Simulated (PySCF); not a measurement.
Vertical excitations of a molecule C₄H₅NS₂ from TDDFT-ωB97X/def2-SVPD (PySCF), as energy in eV (oscillator strength): 5.18 (0.025), 5.46 (0.126), 5.80 (0.013), 6.15 (0.000), 6.18 (0.042), 6.53 (0.004), 6.79 (0.012), 6.92 (0.011), 6.95 (0.038), 7.25 (0.077). Lowest triplet (TDA): 3.62 eV. Geometry: r2SCAN-D4/def2-SVP. Other conformers were not sampled.

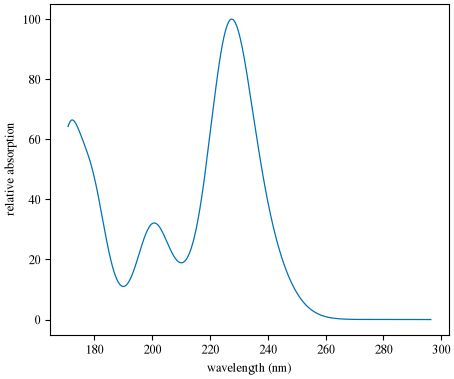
Figure: The lines broadened by 0.4 eV.

**Question.** Which molecule gave these data?
A. CSc1cscn1
B. CSc1cncs1
C. Cc1ncc(S)s1
D. Cc1ncsc1S

**Answer.** D, Cc1ncsc1S
